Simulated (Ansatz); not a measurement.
```yaml
atoms:
  - { symbol: B, position_ang: [0.0000, 0.0000, -1.4319] }
  - { symbol: Ga, position_ang: [0.0000, 0.0000, 1.5888] }
  - { symbol: N, position_ang: [0.0000, 0.0000, -0.1569] }
```

Geometry: PBE0-D3(BJ)/def2-SVP.

Theory: Ansatz, isolated molecule in a Gaussian basis; Kohn-Sham density functional theory, functional PBE0.

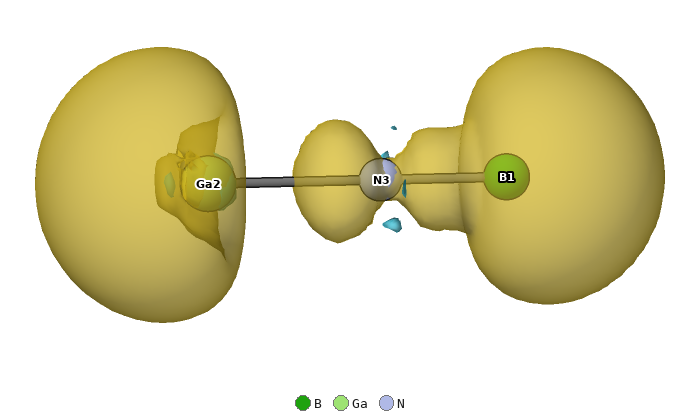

BGaN (charge +1, triplet). Isosurfaces of the spin density at +0.03 (yellow) and −0.03 e/Å³ (cyan), seen from one side.

Where is the unpaired spin?

The unpaired spin (2 electrons) lies mostly on B1 (about 1.0), Ga2 (about 0.9) and N3 (about 0.1), in electrons by Hirshfeld's partition.
